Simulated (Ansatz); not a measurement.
Phonon calculation of AlH6OF

System: AlH6OF.
Method: RKS PBE0-D4/def2-SVP (Ansatz 0.2.0).

Figures and captions count atoms from 1; the log counts them from 0 in places.

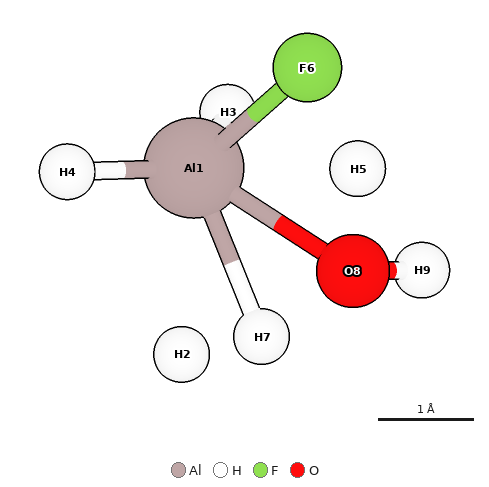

The input geometry (ball-and-stick view, seen at a tilt; atoms are numbered from 1 in the order of the input). Sticks mark near contacts.

## The input
```yaml
crystal:
  periodic: [false, false, false]
  atoms:
    - {symbol: Al, position_ang: [-0.837052, 0.327222, 0.145099]}
    - {symbol: H, position_ang: [-0.645957, -1.633260, 0.528306]}
    - {symbol: H, position_ang: [-1.530660, 0.303759, -1.271923]}
    - {symbol: H, position_ang: [-1.377923, 0.601763, 1.596591]}
    - {symbol: H, position_ang: [1.221915, 0.850244, -0.047812]}
    - {symbol: F, position_ang: [0.606349, 1.869815, 0.063274]}
    - {symbol: H, position_ang: [0.219445, -1.263620, 0.268001]}
    - {symbol: O, position_ang: [1.077364, -0.409670, -0.180786]}
    - {symbol: H, position_ang: [1.266521, -0.646253, -1.100749]}
basis:
  gaussian: {orbitals: def2-SVP}
hamiltonian: {xc: pbe0, dispersion: d4}
phonons: {}
scf: {lower_state_search: off}
```

Run as:
```bash
ansatz run in.yaml --threads 2 --pin off --events-out ev --progress --plain --max-ram 4352MiB
```

## The program's output
```
Functional definition: PBE0
  name "PBE0"
  cite "Adamo & Barone, J. Chem. Phys. 110, 6158 (1999) doi:10.1063/1.478522"
  cite "Perdew, Burke & Ernzerhof, Phys. Rev. Lett. 77, 3865 (1996) doi:10.1103/PhysRevLett.77.3865"
  parent pbe
  parameter a = 0.25
  parameter kappa = 0.804
  parameter beta = 0.06672455060314922
  exchange = (1 - a)*pbe_x(kappa = kappa, mu = beta*pi^2/3) + a*exact_x
  correlation = pbe_c(beta = beta)
these checks for a lower state are left out or cut short: stability, starts, cluster_reference, orbital_swaps, neighbouring_geometries, increment
785 factors; integrals over basis functions are off by at most 3.6e-4 eV
mean field evaluation 1: about -11440.6911 eV, gradient 4.4e1 eV
mean field evaluation 2: about -11437.4449 eV, gradient 6.3e1 eV
mean field evaluation 4: about -11443.9493 eV, gradient 2.8e0 eV
mean field evaluation 8: about -11443.9759 eV, gradient 3.0e-2 eV
mean field evaluation 16: about -11443.9759 eV, gradient 4.6e-6 eV
mean field -11443.97586468 eV, -420.5583560216 hartree, gradient 4.6e-6 eV, S^2 0.000000; 0 other end points of the search recorded, 0 dependent functions left out
the calculation of the forces begins
reference -11443.97589249 eV, -420.5583570435 hartree; 18, 18 occupied and 58, 58 virtual orbitals, 785 factors
these checks for a lower state are left out or cut short: stability, starts, cluster_reference, orbital_swaps, neighbouring_geometries, increment
785 factors; integrals over basis functions are off by at most 3.6e-4 eV
mean field -11443.97757410 eV, -420.5584188417 hartree, gradient 1.0e-6 eV, S^2 0.000000; 0 other end points of the search recorded, 0 dependent functions left out
[... from here on the field's lines of each further geometry are left out, up to the last ...]
the calculation of the forces begins
reference -11443.97574399 eV, -420.5583515861 hartree; 18, 18 occupied and 58, 58 virtual orbitals, 785 factors
these checks for a lower state are left out or cut short: stability, starts, cluster_reference, orbital_swaps, neighbouring_geometries, increment
785 factors; integrals over basis functions are off by at most 3.6e-4 eV
mean field evaluation 320: about -11443.9757 eV, gradient 1.5e-1 eV
mean field -11443.97572421 eV, -420.5583508595 hartree, gradient 1.2e-6 eV, S^2 0.000000; 0 other end points of the search recorded, 0 dependent functions left out
the calculation of the forces begins
reference -11443.97575202 eV, -420.5583518813 hartree; 18, 18 occupied and 58, 58 virtual orbitals, 785 factors
WARN: phonons: 3 modes above zero are rigid motions of the cell's bodies and no vibrations: the zero-point energy, free energy, entropy and heat capacity leave them out. With what each would have added to F at 1000 K, by the weight of its row in the mesh: 59.98 cm⁻¹ (-0.211 eV; rigid weight 0.980, of which rotation 0.980), 92.78 cm⁻¹ (-0.173 eV; rigid weight 0.956, of which rotation 0.956), 156.03 cm⁻¹ (-0.129 eV; rigid weight 0.748, of which rotation 0.748). A body is a set of atoms that hang together within twice the van der Waals contact; here: 9 atoms, out of reach of every periodic image. What nothing holds moves and turns at no cost, which is at zero frequency: what stands here is left by the forces on the atoms, the periodic images, the SCF threshold and the grid, and changes its size and its sign with the last two. The forces' share comes down as the geometry is relaxed further. The table is the vibrational part alone. If the cell is meant as a crystal, declare phonons.rigid_motions: translations: the three translations of the whole cell alone are then left out. The least rigid weight left out is 0.74796 and the largest kept is 0.29077. The rigid motions are mixed with soft vibrations: those modes' frequencies are not settled, nor the sums by as much as one such mode adds.
WARN: phonons: modes at or below zero, which the zero-point energy, F, S and C_V leave out: 3, the lowest at -1341.71 cm⁻¹. A minimum has none, and a first-order saddle one
Total energy: -11444.07723916 eV, -420.5620814651 hartree
Atom 0 at    -0.837052     0.327222     0.145099 Å, force     0.699563     0.643419    -0.028889 eV/Å
Atom 1 at    -0.645957    -1.633260     0.528306 Å, force     0.821247     0.476357    -0.273211 eV/Å
Atom 2 at    -1.530660     0.303759    -1.271923 Å, force     0.003694    -0.003518    -0.004778 eV/Å
Atom 3 at    -1.377923     0.601763     1.596591 Å, force    -0.001665    -0.004492     0.017069 eV/Å
Atom 4 at     1.221915     0.850244    -0.047812 Å, force    -0.981527     0.744029     0.067682 eV/Å
Atom 5 at     0.606349     1.869815     0.063274 Å, force     0.194502    -2.224215    -0.113094 eV/Å
Atom 6 at     0.219445    -1.263620     0.268001 Å, force    -2.103295    -1.620269     0.918501 eV/Å
Atom 7 at     1.077364    -0.409670    -0.180786 Å, force     1.362171     1.986603    -0.581817 eV/Å
Atom 8 at     1.266521    -0.646253    -1.100749 Å, force     0.005311     0.002086    -0.001464 eV/Å
Dipole moment:     0.325339    -0.335923    -0.342211 e Å
Vibrations: -1341.71 -452.13 -237.26 352.46 448.35 544.87 567.95 619.16 685.92 708.10 725.08 819.58 1012.97 1398.39 1451.03 1658.52 1735.39 1975.36 1979.95 2003.39 3837.40 cm⁻¹, zero-point energy 1.396302 eV
Checks for a lower state left out: stability, starts, cluster_reference, orbital_swaps, neighbouring_geometries, increment
```

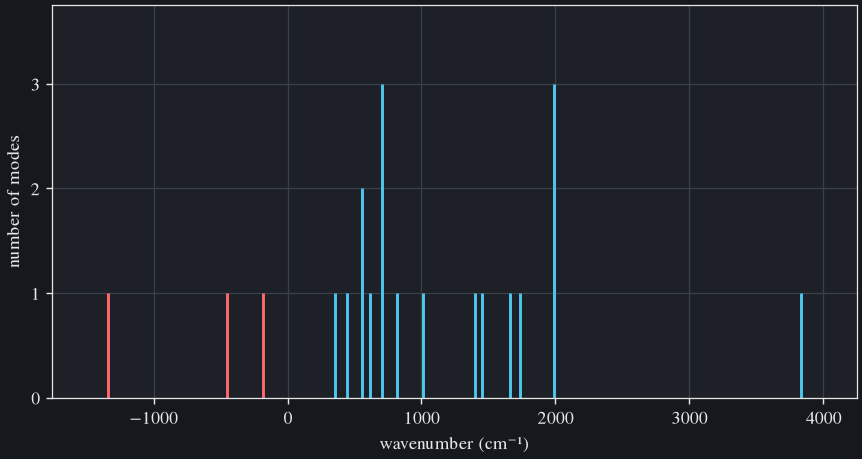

Harmonic vibrational wavenumbers from the force constants; neighbouring modes closer than 24 cm⁻¹ are counted in one stick, and imaginary ones are drawn at negative wavenumbers. 21 modes from 1342i to 3837 cm⁻¹, 3 imaginary beyond 8i (1342i, 452i, 183i cm⁻¹): not a minimum.

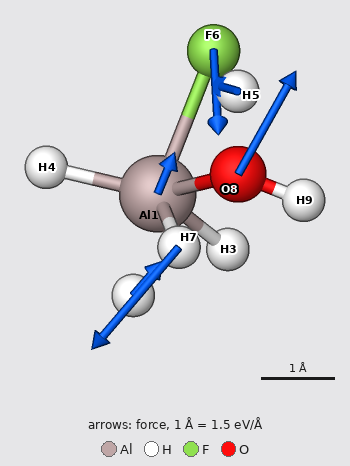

Forces on the atoms as blue arrows (ball-and-stick view, seen at a tilt; atoms are numbered from 1 in the order of the input); the smallest are left out. The largest act on H7 (2.81 eV/Å); O8 (2.48 eV/Å); F6 (2.24 eV/Å); H5 (1.23 eV/Å), among others. The geometry is not a stationary point of this energy.

## Results in brief

```tsv
quantity	value
outcome	converged
total energy	−11444.0772 eV
mean-field energy	−11443.9759 eV
dispersion energy	−0.1013 eV
largest force (length of the vector)	2.809 eV/Å
dipole moment	2.78 D
hardware	2 threads of Arm Neoverse V1, 23 GiB of memory available, shared host
wall time	48 s (CPU time 89 s)
peak memory	0.13 GiB
```
